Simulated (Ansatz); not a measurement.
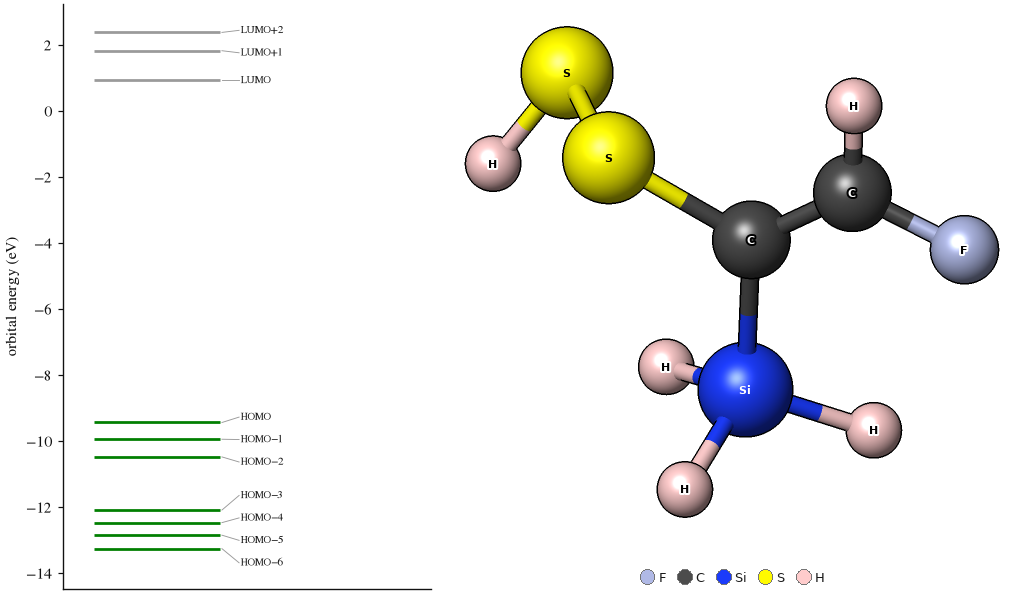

C₂H₅FS₂Si, SMILES F/C=C(\[SiH3])SS. Kohn-Sham orbital energies near the frontier, ωB97X-V/def2-TZVPP with the Ansatz code, at a PBE0-D4/def2-TZVP geometry (no frequency check), isolated molecule; empty levels in grey, levels within 0.03 eV side by side.

**Where do the frontier orbitals lie?**

HOMO at −9.44 eV, LUMO at 0.92 eV, 10.36 eV apart.

**List the levels.**

```csv
orbital,energy (eV)
LUMO+2,2.37
LUMO+1,1.82
LUMO,0.92
HOMO,−9.44
HOMO−1,−9.95
HOMO−2,−10.49
HOMO−3,−12.09
HOMO−4,−12.48
HOMO−5,−12.86
HOMO−6,−13.26
```

Known limits of this run: one conformer of a flexible molecule; empty levels above zero depend strongly on the basis.
